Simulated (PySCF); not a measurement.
**Ge4O4F8: excited-state calculation**

- system: Ge4O4F8 (cyclo-(F2GeO)4)
- method: TDDFT wB97X-D/def2-SVPD, vertical, gas phase, core orbitals frozen in the response (PySCF 2.14.0)

The geometry comes from this level: PBE0-D3(BJ)/def2-SVP. It belongs to a series of runs on one base structure; here: F, n=4.

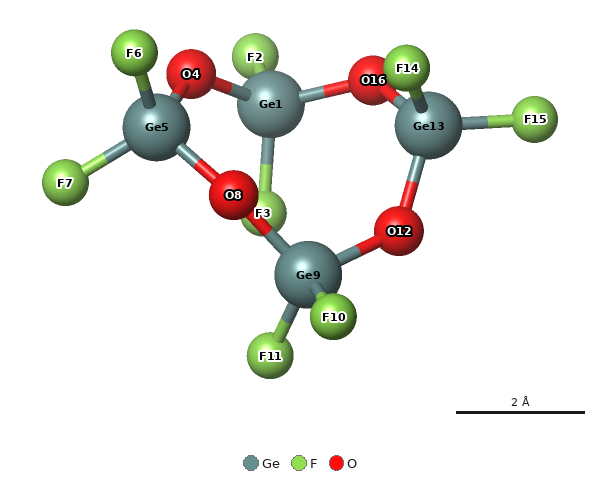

The input geometry (ball-and-stick view, seen at a tilt; atoms are numbered from 1 in the order of the input). Sticks mark near contacts. Bond lengths as drawn: F–Ge 1.70 to 1.72 Å and Ge–O 1.73 to 1.75 Å.

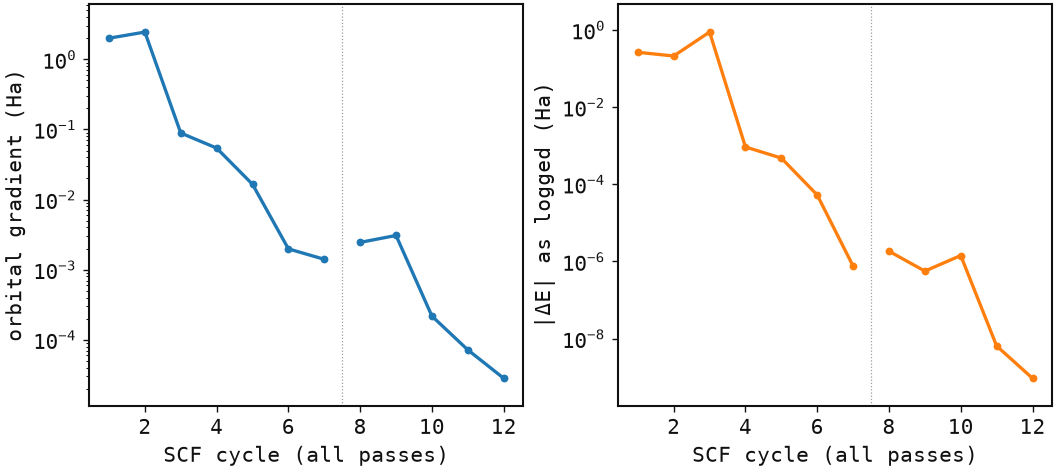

Convergence of the self-consistent field: orbital gradient and size of the energy change against the SCF cycle. The dotted line marks the change from a coarse to the final integration grid. The first 7 cycles use a coarse grid, the final grid takes over at cycle 8, and the field converges after 12 cycles in all.

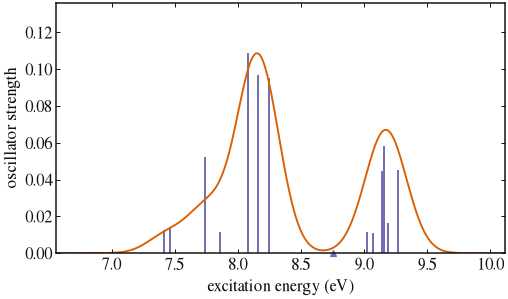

Computed excitations as sticks (degenerate states added up, dark ones marked on the axis), with a Gaussian envelope of 0.35 eV full width at half maximum, scaled to the tallest. Of the 15 states the lowest lies at 7.41 eV (f = 0.012); the strongest line is at 8.08 eV, or 153 nm (f = 0.109).

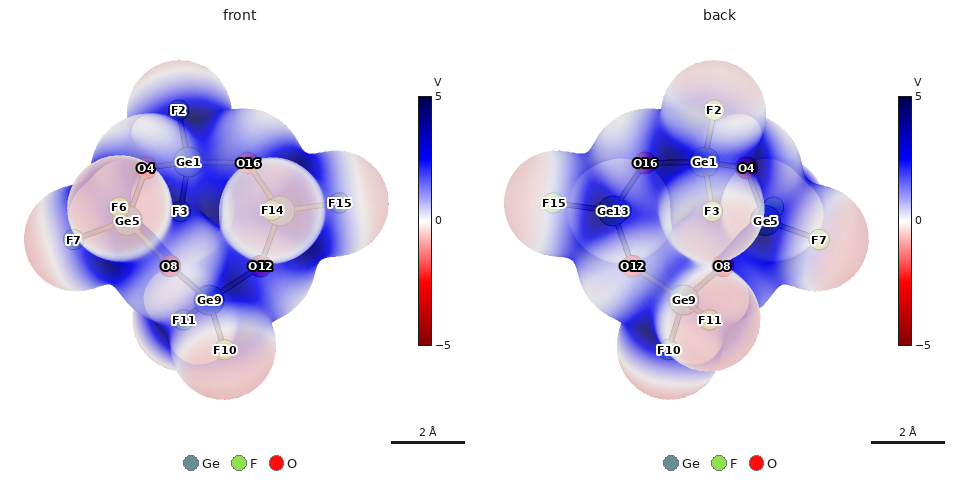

The molecular electrostatic potential painted on the density surface at 0.004 e/bohr³, seen at a tilt and from behind; red is negative and blue positive. Its dipole moment is 0.98 D.

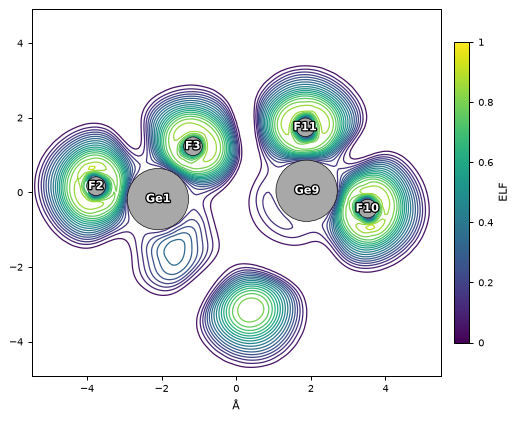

ELF on the plane of atoms F10, Ge9 and F11. Grey discs, where drawn, cover atomic cores. Atoms in the plane: Ge and F. Ge–F (1.70 Å): the ELF peaks at about 0.80 in the valence shell of F, 0.5 Å from its nucleus, and is about 0.25 at the midpoint.

The input that produced these results follows, with the program's output.

### Input file
```
{"job": {"kind": "uv", "xc": "wB97X-D", "basis": "def2-SVPD", "ip": false, "nstates": 15}, "charge": 0, "multiplicity": 1}
Ge     1.531980     1.225798    -0.711116
F      2.766112     2.244376    -1.271857
F      0.943584     0.225925    -1.980408
O      0.173879     2.172793    -0.181843
Ge    -1.492359     1.680469    -0.036989
F     -2.130215     2.416982     1.355995
F     -2.389181     2.215785    -1.381762
O     -1.642975    -0.032236     0.134039
Ge    -1.239052    -1.630104    -0.396551
F     -2.367264    -2.700138     0.293669
F     -1.340382    -1.805664    -2.085535
O      0.367297    -2.029778     0.146427
Ge     1.428932    -1.218779     1.261801
F      0.526984    -0.712722     2.621632
F      2.661277    -2.272142     1.766771
O      2.167020     0.185485     0.532138
```

The first line tells a small driver script what to run in PySCF; the rest is the geometry in Å.

Run as:
```bash
OMP_NUM_THREADS=2 python <driver script> task.json out
```

### Output
```
coarse grid: 92784 points
cycle   1  E = -9405.6048079356  dE = -2.633e-01  |g| = 2.006e+00  |ddm| = 1.206e+01
cycle   2  E = -9405.3934929020  dE =  2.113e-01  |g| = 2.455e+00  |ddm| = 1.782e+01
cycle   3  E = -9406.2750562750  dE = -8.816e-01  |g| = 8.910e-02  |ddm| = 7.501e+00
cycle   4  E = -9406.2759838796  dE = -9.276e-04  |g| = 5.431e-02  |ddm| = 3.700e-01
cycle   5  E = -9406.2764616583  dE = -4.778e-04  |g| = 1.652e-02  |ddm| = 1.007e-01
cycle   6  E = -9406.2765143893  dE = -5.273e-05  |g| = 1.981e-03  |ddm| = 5.517e-02
cycle   7  E = -9406.2765151482  dE = -7.589e-07  |g| = 1.406e-03  |ddm| = 7.271e-03
final grid: 189816 points
cycle   8  E = -9406.2751633051  dE = -1.844e-06  |g| = 2.453e-03  |ddm| = 2.445e-02
cycle   9  E = -9406.2751627434  dE =  5.616e-07  |g| = 3.077e-03  |ddm| = 9.913e-03
cycle  10  E = -9406.2751641685  dE = -1.425e-06  |g| = 2.176e-04  |ddm| = 5.559e-03
cycle  11  E = -9406.2751641750  dE = -6.461e-09  |g| = 7.180e-05  |ddm| = 5.991e-04
cycle  12  E = -9406.2751641759  dE = -9.386e-10  |g| = 2.825e-05  |ddm| = 2.325e-04
converged SCF energy = -9406.2751641759

Static polarisability (au): isotropic 102.828, principal 93.394 106.501 108.589

Singlet excitations
state   eV       nm        f      main configurations
  1   7.4117    167.3   0.01232   H-1->L 0.51, H->L 0.32
  2   7.4663    166.1   0.01342   H->L 0.52, H-1->L 0.32
  3   7.7390    160.2   0.05236   H-2->L 0.77
  4   7.8569    157.8   0.01125   H-3->L 0.71
  5   8.0823    153.4   0.10870   H-5->L 0.34, H-4->L 0.23, H->L+2 0.14
  6   8.1563    152.0   0.09661   H-5->L 0.30, H-4->L 0.23, H-6->L 0.17
  7   8.2429    150.4   0.09535   H-6->L 0.41, H-4->L 0.27
  8   8.7568    141.6   0.00054   H-9->L 0.34, H-10->L 0.09
  9   9.0241    137.4   0.00541   H-8->L 0.49
 10   9.0250    137.4   0.00590   H-7->L 0.34, H->L+1 0.09
 11   9.0709    136.7   0.01106   H-1->L+1 0.19, H-10->L 0.10, H->L+1 0.10
 12   9.1430    135.6   0.04461   H->L+1 0.16, H-7->L 0.12, H-10->L 0.09
 13   9.1610    135.3   0.05807   H->L+2 0.26, H-1->L+2 0.13, H-5->L 0.09
 14   9.1859    135.0   0.01612   H-2->L+1 0.12, H-3->L+2 0.11, H->L+1 0.09
 15   9.2677    133.8   0.04510   H-1->L+2 0.17, H->L+2 0.16

Triplet excitations (Tamm-Dancoff, eV): 6.8944 6.9737 7.1981 7.3265
```

### Key numbers

```csv
quantity,value
outcome,converged
total energy,−9406.275164 hartree
HOMO,−13.20 eV
LUMO,−1.22 eV
dipole moment,0.98 D
mean polarisability,102.83 a.u.
lowest singlet excitation,7.41 eV
hardware,"2 CPU threads, shared host"
wall time,4.7 min (CPU time 9.7 min)
peak memory,3.8 GiB
```

### Notes

Spin–orbit coupling is left out, which matters for the heavy atoms.
